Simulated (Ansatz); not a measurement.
InPd, pressure series

Take InPd in the CsCl type structure (space group Pm-3m, No. 221; a = 3.247 Å) as the base.

Cell and atoms are relaxed at each pressure.

Method: PBEsol (Ansatz, a quantum-chemistry and plane-wave program), scalar-relativistic without spin-orbit coupling.

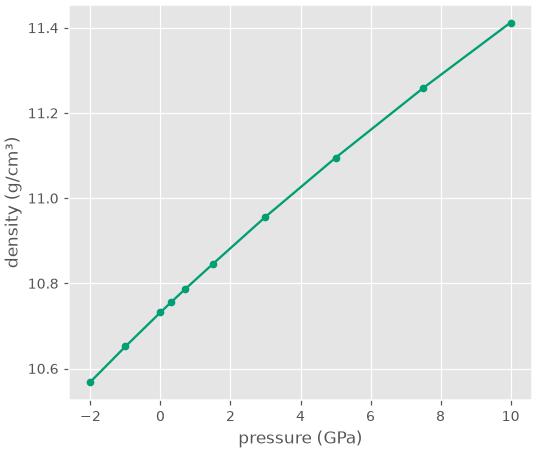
Figure. Density against pressure

| pressure (GPa) | density |
|---|---|
| -2 | 10.57 g/cm³ |
| -1 | 10.65 g/cm³ |
| 0.3 | 10.76 g/cm³ |
| 0.7 | 10.79 g/cm³ |
| 1.5 | 10.85 g/cm³ |
| 3 | 10.96 g/cm³ |
| 5 | 11.09 g/cm³ |
| 7.5 | 11.26 g/cm³ |
| 10 | 11.41 g/cm³ |

Load acts through the strain it causes; cell and atoms are relaxed under it. Whether these cells are dynamically stable was not tested. No other phases were tried under pressure. The final runs are not spin-polarised.
